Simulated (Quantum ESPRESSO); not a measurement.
# FeI2: which magnetic order is lowest, part 2 of 2

Does FeI2 prefer parallel or opposed moments?

Quantum ESPRESSO 7.5; PBEsol with U = 4.5 eV on Fe d (ortho-atomic projectors); plane waves with GBRV 1.5 PBEsol potentials, no spin-orbit coupling.

So far, absolute magnetization (μB): step 2 (run 1 (ferro +)) 4.03.

The database entry behind the starting cell has ideal inner coordinates that were not refined, so it need not match the best structure at ambient conditions.

**3. Run 2, typed as antiferro q=(0,1/2,0) +−**

This order needs a doubled cell of 6 atoms. The wavevector q is in fractions of the reciprocal vectors of the crystal's primitive cell, as the cells of these inputs are built from it; moments change sign between cells as cos(2π q·R).

File pw.in:

```
&CONTROL
  calculation = 'scf'
  prefix = 'pwscf'
  outdir = './tmp'
  pseudo_dir = './pseudo'
  disk_io = 'nowf'
/
&SYSTEM
  ibrav = 0
  celldm(1) = 8
  nat = 6
  ntyp = 3
  ecutwfc = 40
  ecutrho = 280
  nbnd = 40
  occupations = 'smearing'
  smearing = 'fd'
  degauss = 0.00734986
  nspin = 2
  starting_magnetization(1) = 0.25
  starting_magnetization(2) = -0.25
  starting_magnetization(3) = 0
/
&ELECTRONS
  conv_thr = 1.2d-08
  electron_maxstep = 150
  mixing_beta = 0.3
/
ATOMIC_SPECIES
Fe1    55.8450 fe_pbesol_v1.5.uspp.F.UPF
Fe2    55.8450 fe_pbesol_v1.5.uspp.F.UPF
I     126.9045 i_pbesol_v1.uspp.F.UPF
CELL_PARAMETERS alat
   0.9543116929360    0.0000000000000    0.0000000000000
  -0.9543116929360    1.6529163384274    0.0000000000000
   0.0000000000000    0.0000000000000    1.5944564176530
ATOMIC_POSITIONS crystal
Fe1     0.0000000000    0.0000000000    0.0000000000
Fe2     0.0000000000    0.5000000000    0.0000000000
I       0.3333333333    0.3333333334    0.2500000000
I       0.3333333333    0.8333333333    0.2500000000
I       0.6666666667    0.1666666666    0.7500000000
I       0.6666666667    0.6666666666    0.7500000000
K_POINTS automatic
6 3 4 0 0 0
HUBBARD {ortho-atomic}
U Fe1-3d 4.5000
U Fe2-3d 4.5000
```

Command:

```console
OMP_NUM_THREADS=1 mpirun -n 4 pw.x -nk 4 -in pw.in > pw.out
```

The program printed:

```text
[banner, memory and clock lines left out]
Program PWSCF v.7.5 starts

     Message from routine setup:
     using ibrav=0 with symmetry is DISCOURAGED, use correct ibrav instead

     bravais-lattice index     =            0
     lattice parameter (alat)  =       8.0000  a.u.
     unit-cell volume          =    1287.7268 (a.u.)^3
     number of atoms/cell      =            6
     number of atomic types    =            3
     number of electrons       =        60.00
     number of Kohn-Sham states=           40
     kinetic-energy cutoff     =      40.0000  Ry
     charge density cutoff     =     280.0000  Ry
     scf convergence threshold =      1.2E-08
     mixing beta               =       0.3000
     number of iterations used =            8  plain     mixing
     Exchange-correlation= SLA  PW   PSX  PSC
                           (   1   4  10   8   0   0   0)
     Hubbard projectors: ortho-atomic
     Hubbard parameters of DFT+U (Dudarev formulation) in eV:
     U(Fe1-3d) =  4.5000
     U(Fe2-3d) =  4.5000

     Internal variables: lda_plus_u =T, lda_plus_u_kind = 0

     Internal variables: orbital_resolved =F, hub_pot_fix =F, apply_U = F

     celldm(1)=   8.000000  celldm(2)=   0.000000  celldm(3)=   0.000000
     celldm(4)=   0.000000  celldm(5)=   0.000000  celldm(6)=   0.000000

     crystal axes: (cart. coord. in units of alat)
               a(1) = (   0.954312   0.000000   0.000000 )
               a(2) = (  -0.954312   1.652916   0.000000 )
               a(3) = (   0.000000   0.000000   1.594456 )

     reciprocal axes: (cart. coord. in units 2 pi/alat)
               b(1) = (  1.047876  0.604991 -0.000000 )
               b(2) = (  0.000000  0.604991  0.000000 )
               b(3) = (  0.000000 -0.000000  0.627173 )

     PseudoPot. # 1 for Fe read from file:
     fe_pbesol_v1.5.uspp.F.UPF
     Pseudo is Ultrasoft + core correction, Zval = 16.0

     PseudoPot. # 2 for Fe read from file:
     fe_pbesol_v1.5.uspp.F.UPF
     Pseudo is Ultrasoft + core correction, Zval = 16.0

     PseudoPot. # 3 for I  read from file:
     i_pbesol_v1.uspp.F.UPF
     Pseudo is Ultrasoft + core correction, Zval =  7.0

     atomic species   valence    mass     pseudopotential
     Fe1              16.00    55.84500     Fe( 1.00)
     Fe2              16.00    55.84500     Fe( 1.00)
     I                 7.00   126.90450     I ( 1.00)

     Starting magnetic structure
     atomic species   magnetization
     Fe1             0.250
     Fe2            -0.250
     I               0.000

      4 Sym. Ops., with inversion, found

   Cartesian axes

     site n.     atom                  positions (alat units)
         1        Fe1    tau(   1) = (   0.0000000   0.0000000   0.0000000  )
         2        Fe2    tau(   2) = (  -0.4771558   0.8264582   0.0000000  )
         3        I      tau(   3) = (  -0.0000000   0.5509721   0.3986141  )
         4        I      tau(   4) = (  -0.4771558   1.3774303   0.3986141  )
         5        I      tau(   5) = (   0.4771558   0.2754861   1.1958423  )
         6        I      tau(   6) = (   0.0000000   1.1019442   1.1958423  )

     number of k points=    28  Fermi-Dirac smearing, width (Ry)=  0.0073
                       cart. coord. in units 2pi/alat
        k(    1) = (   0.0000000   0.0000000   0.0000000), wk =   0.0138889
        k(    2) = (   0.0000000   0.0000000   0.1567932), wk =   0.0277778
        k(    3) = (   0.0000000   0.0000000  -0.3135865), wk =   0.0138889
        k(    4) = (   0.0000000   0.2016638   0.0000000), wk =   0.0277778
        k(    5) = (   0.0000000   0.2016638   0.1567932), wk =   0.0277778
        [... 23 further k-points ...]

     Dense  grid:   101841 G-vectors     FFT dimensions: (  45,  81,  72)

     Smooth grid:    43929 G-vectors     FFT dimensions: (  32,  64,  54)

     Check: negative core charge=   -0.000011
     Generating pointlists ...
     new r_m :   0.2805 (alat units)  2.2442 (a.u.) for type    1
     new r_m :   0.2805 (alat units)  2.2442 (a.u.) for type    2
     new r_m :   0.2805 (alat units)  2.2442 (a.u.) for type    3

     Initial potential from superposition of free atoms

     starting charge      57.9996, renormalised to      60.0000

     STARTING HUBBARD OCCUPATIONS:

     =================== HUBBARD OCCUPATIONS ===================
     ------------------------ ATOM    1 ------------------------
     Tr[ns(  1)] (up, down, total) =   5.00000  0.00000  5.00000
     Atomic magnetic moment for atom   1 =   5.00000
     [... lines left out ...]
     ------------------------ ATOM    2 ------------------------
     Tr[ns(  2)] (up, down, total) =   0.00000  5.00000  5.00000
     Atomic magnetic moment for atom   2 =  -5.00000
     [... lines left out ...]
     Number of occupied Hubbard levels =   10.0000

     Atomic wfc used for Hubbard projectors are orthogonalized

     Starting wfcs are   42 randomized atomic wfcs

     Self-consistent Calculation

     iteration #  1     ecut=    40.00 Ry     beta= 0.30
     Davidson diagonalization with overlap
     ethr =  1.00E-02,  avg # of iterations =  3.1

     =================== HUBBARD OCCUPATIONS ===================
     ------------------------ ATOM    1 ------------------------
     Tr[ns(  1)] (up, down, total) =   4.95111  1.09258  6.04369
     Atomic magnetic moment for atom   1 =   3.85853
     [... lines left out ...]
     ------------------------ ATOM    2 ------------------------
     Tr[ns(  2)] (up, down, total) =   1.09455  4.95110  6.04566
     Atomic magnetic moment for atom   2 =  -3.85655
     [... lines left out ...]
     Number of occupied Hubbard levels =   12.0894

     Threshold (ethr) on eigenvalues was too large:
     Diagonalizing with lowered threshold

     Davidson diagonalization with overlap
     ethr =  5.83E-04,  avg # of iterations =  3.2

     total energy              =    -760.49661435 Ry
     estimated scf accuracy    <       0.41265746 Ry

     total magnetization       =    -0.00 Bohr mag/cell
     absolute magnetization    =     8.09 Bohr mag/cell

     iteration #  2     ecut=    40.00 Ry     beta= 0.30
     Davidson diagonalization with overlap
     ethr =  6.88E-04,  avg # of iterations =  3.6

     total energy              =    -760.58748159 Ry
     estimated scf accuracy    <       0.10846139 Ry

     total magnetization       =     0.01 Bohr mag/cell
     absolute magnetization    =     7.58 Bohr mag/cell

     [... further iterations left out ...]

     iteration # 78     ecut=    40.00 Ry     beta= 0.30
     Davidson diagonalization with overlap
     ethr =  8.28E-11,  avg # of iterations =  4.1

     total energy              =    -760.64309581 Ry
     estimated scf accuracy    <       0.00000004 Ry

     total magnetization       =     0.00 Bohr mag/cell
     absolute magnetization    =     7.63 Bohr mag/cell

     iteration # 79     ecut=    40.00 Ry     beta= 0.30
     Davidson diagonalization with overlap
     ethr =  6.07E-11,  avg # of iterations =  5.4

     Magnetic moment per site  (integrated on atomic sphere of radius R)
     atom   1 (R=0.281)  charge= 14.6344  magn=  3.6214
     atom   2 (R=0.281)  charge= 14.6344  magn= -3.6215
     atom   3 (R=0.281)  charge=  4.5356  magn= -0.0118
     atom   4 (R=0.281)  charge=  4.5359  magn=  0.0118
     atom   5 (R=0.281)  charge=  4.5359  magn=  0.0118
     atom   6 (R=0.281)  charge=  4.5356  magn= -0.0118

     End of self-consistent calculation

     =================== HUBBARD OCCUPATIONS ===================
     ------------------------ ATOM    1 ------------------------
     Tr[ns(  1)] (up, down, total) =   4.94973  1.28936  6.23909
     Atomic magnetic moment for atom   1 =   3.66038
     [... lines left out ...]
     ------------------------ ATOM    2 ------------------------
     Tr[ns(  2)] (up, down, total) =   1.28925  4.94975  6.23899
     Atomic magnetic moment for atom   2 =  -3.66050
     [... lines left out ...]
     Number of occupied Hubbard levels =   12.4781

     [... lines left out ...]
     the Fermi energy is     5.5645 ev

!    total energy              =    -760.64310264 Ry
     estimated scf accuracy    <          9.7E-09 Ry
     smearing contrib. (-TS)   =      -0.01520257 Ry
     internal energy E=F+TS    =    -760.62790007 Ry

     The total energy is F=E-TS. E is the sum of the following terms:
     one-electron contribution =    -509.39006719 Ry
     hartree contribution      =     272.56393314 Ry
     xc contribution           =    -249.35863468 Ry
     ewald contribution        =    -274.68015626 Ry
     Hubbard energy            =       0.23702491 Ry

     total magnetization       =    -0.00 Bohr mag/cell
     absolute magnetization    =     7.63 Bohr mag/cell

     convergence has been achieved in  79 iterations
```

The job ended after 21 min (4 MPI ranks of Intel Xeon at 2.50GHz (Skylake/Cascade Lake), shared host; peak memory 1.1 GiB).

Spin moment in the atom's sphere by atom:

| atom | spin moment in the atom's sphere (μB) |
| --- | --- |
| Fe1 | 3.62 |
| Fe2 | -3.62 |
| I3 | -0.01 |
| I4 | 0.01 |
| I5 | 0.01 |
| I6 | -0.01 |

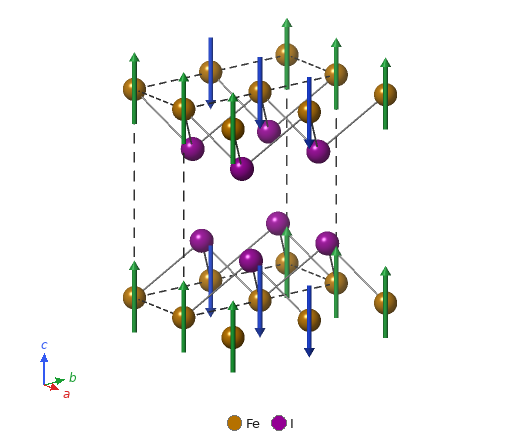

Spin moment in the atom's sphere as arrows, the longest 3.62 μB. Up and down stand for the sign. Arrows give size and sign along the axis of quantisation, drawn up and down the page. The two directions have two colours. Bonds to atoms that aren't drawn are left out. 2×1×1 cells are drawn. Some periodic images of atoms are drawn too.

This step gave:

```yaml
smearing_term_ts: 0.2068 eV
magnetization: 0 μB
absolute_magnetization: 7.634 μB
final_state: antiferromagnetic
```

**4. Run 3, typed as ferro +**

File pw.in:

```
&CONTROL
  calculation = 'scf'
  prefix = 'pwscf'
  outdir = './tmp'
  pseudo_dir = './pseudo'
  disk_io = 'nowf'
/
&SYSTEM
  ibrav = 0
  celldm(1) = 8
  nat = 3
  ntyp = 2
  ecutwfc = 40
  ecutrho = 280
  nbnd = 24
  occupations = 'smearing'
  smearing = 'fd'
  degauss = 0.00734986
  nspin = 2
  starting_magnetization(1) = 0.25
  starting_magnetization(2) = 0
/
&ELECTRONS
  conv_thr = 6d-09
  electron_maxstep = 150
  mixing_beta = 0.3
/
ATOMIC_SPECIES
Fe     55.8450 fe_pbesol_v1.5.uspp.F.UPF
I     126.9045 i_pbesol_v1.uspp.F.UPF
CELL_PARAMETERS alat
   0.9543116929360    0.0000000000000    0.0000000000000
  -0.4771558464680    0.8264581692137    0.0000000000000
   0.0000000000000    0.0000000000000    1.5944564176530
ATOMIC_POSITIONS crystal
Fe      0.0000000000    0.0000000000    0.0000000000
I       0.3333333333    0.6666666667    0.2500000000
I       0.6666666667    0.3333333333    0.7500000000
K_POINTS automatic
6 6 4 0 0 0
HUBBARD {ortho-atomic}
U Fe-3d 4.5000
```

The program printed:

```text
     [... lines left out ...]
Program PWSCF v.7.5 starts
     [... lines left out ...]
     number of atoms/cell      =            3
     [... lines left out ...]
     number of electrons       =        30.00
     number of Kohn-Sham states=           24
     kinetic-energy cutoff     =      40.0000  Ry
     charge density cutoff     =     280.0000  Ry
     scf convergence threshold =      6.0E-09
     [... lines left out ...]
     12 Sym. Ops., with inversion, found
     [... lines left out ...]
     number of k points=    24  Fermi-Dirac smearing, width (Ry)=  0.0073
     [... lines left out ...]
     iteration # 17     ecut=    40.00 Ry     beta= 0.30
     [... lines left out ...]
     Magnetic moment per site  (integrated on atomic sphere of radius R)
     atom   1 (R=0.281)  charge= 14.6344  magn=  3.6301
     atom   2 (R=0.281)  charge=  4.5353  magn=  0.1051
     atom   3 (R=0.281)  charge=  4.5353  magn=  0.1051
     [... lines left out ...]
     Tr[ns(  1)] (up, down, total) =   4.95204  1.28888  6.24092
     [... lines left out ...]
     the Fermi energy is     5.5641 ev
!    total energy              =    -380.32290005 Ry
     estimated scf accuracy    <          4.0E-09 Ry
     smearing contrib. (-TS)   =      -0.00623090 Ry
     [... lines left out ...]
     total magnetization       =     4.00 Bohr mag/cell
     absolute magnetization    =     4.02 Bohr mag/cell
     convergence has been achieved in  17 iterations
```

Wall time 71 s (4 MPI ranks); peak memory 0.56 GiB; 4.2 min of CPU time.

Spin moment in the atom's sphere by atom:

| atom | spin moment in the atom's sphere (μB) |
| --- | --- |
| Fe1 | 3.63 |
| I2 | 0.11 |
| I3 | 0.11 |

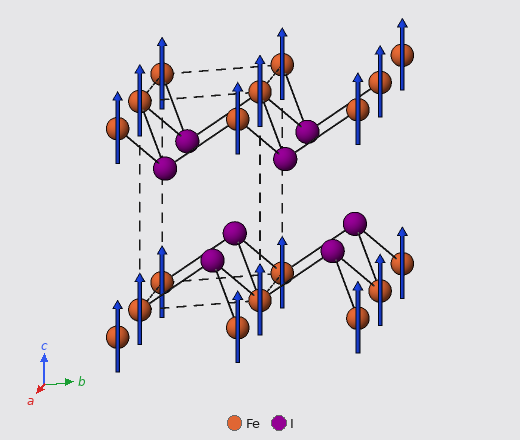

Spin moment in the atom's sphere as arrows, the longest 3.63 μB. Up and down stand for the sign. Arrows give size and sign along the axis of quantisation, drawn up and down the page. Bonds to atoms that aren't drawn are left out. 2×2×1 cells are drawn. Some periodic images of atoms are drawn too.

Read from the output:

* smearing term TS: 0.08478 eV
* magnetization: 3.999 μB
* absolute magnetization: 4.025 μB
* final state: ferromagnetic

**5. Energies of the orders**

An order is kept where moments of 0.15 μB or more survive with the typed signs; meshes match where a doubled cell samples the same k points as the first cell.

Orders:

| start | final state | typed order kept | energy over the lowest (meV a seeded atom) | largest site moment (μB) | net moment (μB a cell of the first run) | mesh matched | CPU time (s) |
| --- | --- | --- | --- | --- | --- | --- | --- |
| ferro + | ferromagnetic | yes | 0 | 3.63 | 3.999 | yes | 256.8 |
| antiferro q=(0,1/2,0) +- | antiferromagnetic | yes | 18.35 | 3.621 | 0 | yes | 4285 |
| ferro + | ferromagnetic | yes | 0 | 3.63 | 3.999 | yes | 253.8 |

**6. Occupations of the corrected shells in the lowest state**

Occupations of the Hubbard shells:

| block | type | shell | spin | electrons | occupation numbers |
| --- | --- | --- | --- | --- | --- |
| 1 | Fe | 3d | up | 4.952 | 0.989 0.989 0.990 0.992 0.992 |
| 1 | Fe | 3d | down | 1.289 | 0.019 0.081 0.081 0.554 0.554 |

**7. Results**

```json
{
  "lowest state found": "ferromagnetic (from ferro + and ferro +)",
  "largest site moment": "3.63 μB",
  "next state with moments": "antiferromagnetic, 18.4 meV a seeded atom higher"
}
```

What this shows: The smearing terms TS of the orders run from 85 to 103 meV a seeded atom, so the differences would change at a smaller width: an order with a larger TS is lowered more by the smearing. This is the lowest of 3 collinear or spinless starts, no proof of the ground state. Energies are free energies at an electronic temperature of 1160 K, which lowers moments and differences where the moments are itinerant. The smearing term is large for its width, so states at the Fermi level are partly filled: at this level the cell is a metal or has a gap of a few widths at most. Degenerate orbitals of a corrected shell are partly filled. Whether a state of lower symmetry lies under this one was not tested; under a U it often does.

[Logs and program files are shortened in this print: banners, set-up blocks, solver, clock and traceback lines can be left out without a mark of their own.]

[Logs are printed without paths, hosts, clocks, repeated set-up lines and the standing remarks that a program may print on its own settings, such as how far it seeks lower states.]

[Hosts, paths, dates, database ids (printed as entryN), source tags and the programs' standing remarks are cut or masked in the printed files.]

[Where a cell is said to come from a database of computed structures, the database is the Materials Project.]
